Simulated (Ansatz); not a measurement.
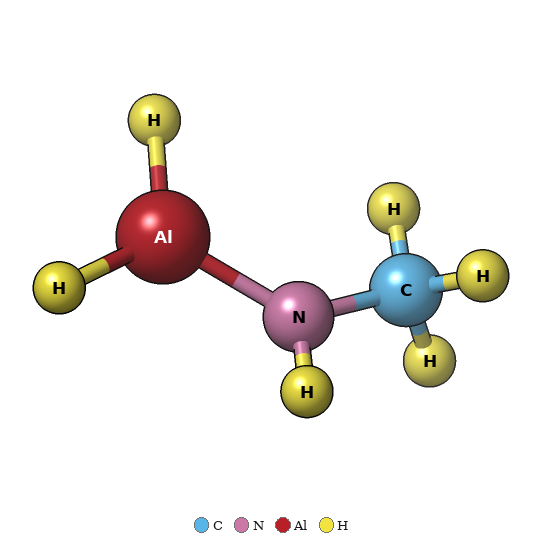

The picture shows a molecular structure as a ball-and-stick model.

Computed geometry: PBE0-D4/def2-TZVP optimisation.

Give the formula.

Answer. CH₆AlN, 9 atoms: 1 carbon, 6 hydrogen, 1 aluminium and 1 nitrogen.

Give the symmetry (Schoenflies symbol).

Answer. Cs.

How many bonds of each kind are drawn?

Answer. 3 C–H, 2 Al–H, 1 C–N, 1 Al–N, 1 N–H.

How many sets of symmetry-equivalent atoms are there?

Answer. 8: 1 C, 1 N, 1 Al, 2 H, 1 H, 1 H, 1 H, 1 H.

The parts below concern this one geometry. Atoms keep their numbers from picture to picture.

### Levels of theory compared

Program: Ansatz 0.2.0.

Compare vertical IP (eV) at these levels: B2PLYP (frozen core)/def2-TZVPP; B3LYP-D4/def2-TZVPP; CCSD(T)/CBS (MP2 limit from def2-TZVPP and def2-QZVPP plus CCSD(T) − MP2); PBE-D4/def2-TZVPP; PBE0-D4/def2-TZVPP; r2SCAN-D4/def2-TZVPP; ωB97M-V/def2-TZVPP; ωB97X-V/def2-TZVPP.

| level | vertical IP (eV) |
| --- | --- |
| B2PLYP (frozen core)/def2-TZVPP | 9.12 |
| B3LYP-D4/def2-TZVPP | 9.15 |
| CCSD(T)/CBS (MP2 limit from def2-TZVPP and def2-QZVPP plus CCSD(T) − MP2) | 9.31 |
| PBE-D4/def2-TZVPP | 9.05 |
| PBE0-D4/def2-TZVPP | 9.05 |
| r2SCAN-D4/def2-TZVPP | 8.99 |
| ωB97M-V/def2-TZVPP | 9.14 |
| ωB97X-V/def2-TZVPP | 9.13 |

### Dipole moment

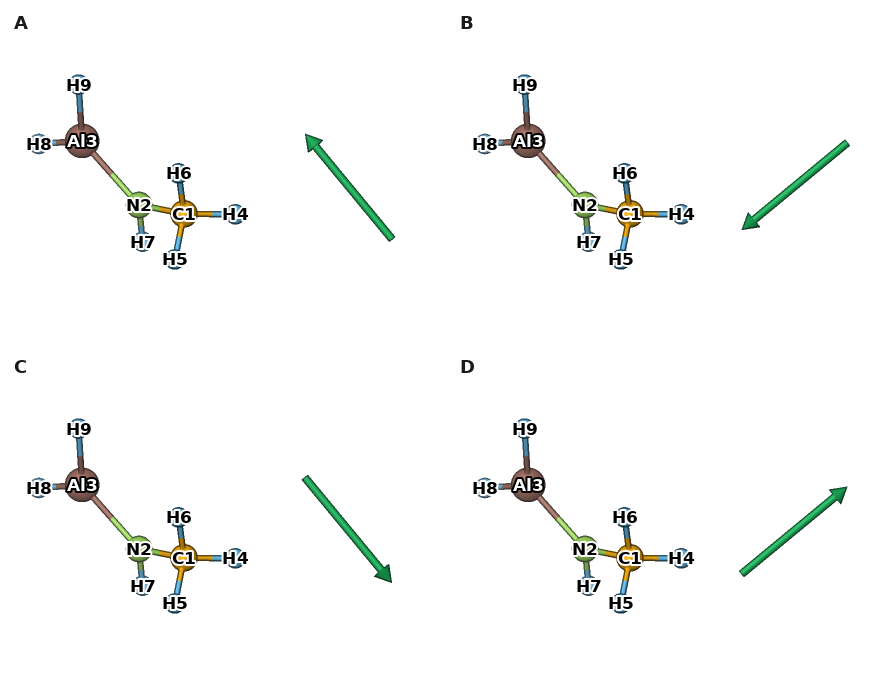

The same molecule four times, each with an arrow. Properties computed with RKS r2SCAN-D4/def2-TZVPP (Ansatz 0.2.0).

Which arrow points along the dipole moment, from the negative to the positive end?

Answer. C. The dipole moment is 1.33 D; it points from the side of H9 to the side of H4, H5 (the outermost atoms at the two ends).

### Thermal motion

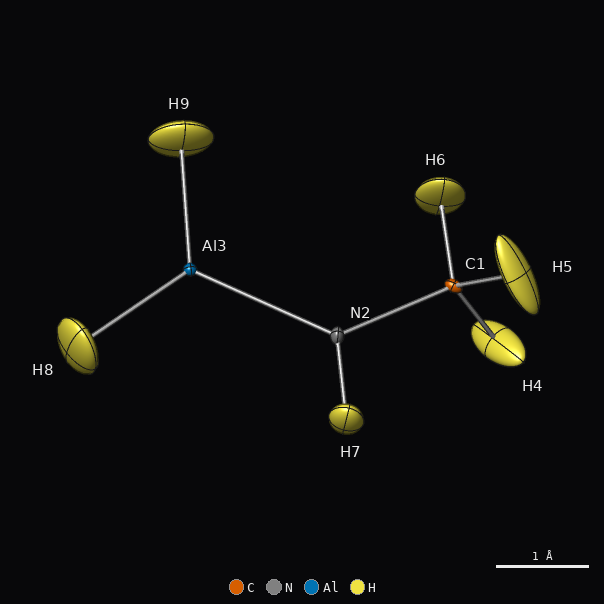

Displacement ellipsoids at the 50 % level, from the internal vibrations of the free molecule (harmonic, no overall translation or rotation; no half-axis is drawn under 0.075 Å). Vibrations computed with RKS PBE0-D4/def2-TZVP (Ansatz 0.2.0). Temperature: 400 K.

Which atom moves most?

Answer. H8, with U_eq = 0.0428 Å².

Does H5 move more along its bond or across it?

Answer. Across it: the root-mean-square amplitude is 0.086 Å along the bond and up to 0.317 Å across, since bending and torsion are softer than stretching.

Give the displacement parameters, one line for each set of equivalent atoms.

| atom | U_eq (Å²) | rms amplitudes (Å) |
| --- | --- | --- |
| C1 | 0.0021 | 0.028, 0.034, 0.067 |
| N2 | 0.0036 | 0.029, 0.066, 0.074 |
| Al3 | 0.00066 | 0.015, 0.022, 0.035 |
| H4, H5 | 0.0416 | 0.085, 0.131, 0.317 |
| H6 | 0.0371 | 0.078, 0.178, 0.271 |
| H7 | 0.0186 | 0.087, 0.126, 0.180 |
| H8 | 0.0428 | 0.096, 0.212, 0.273 |
| H9 | 0.0401 | 0.092, 0.233, 0.240 |
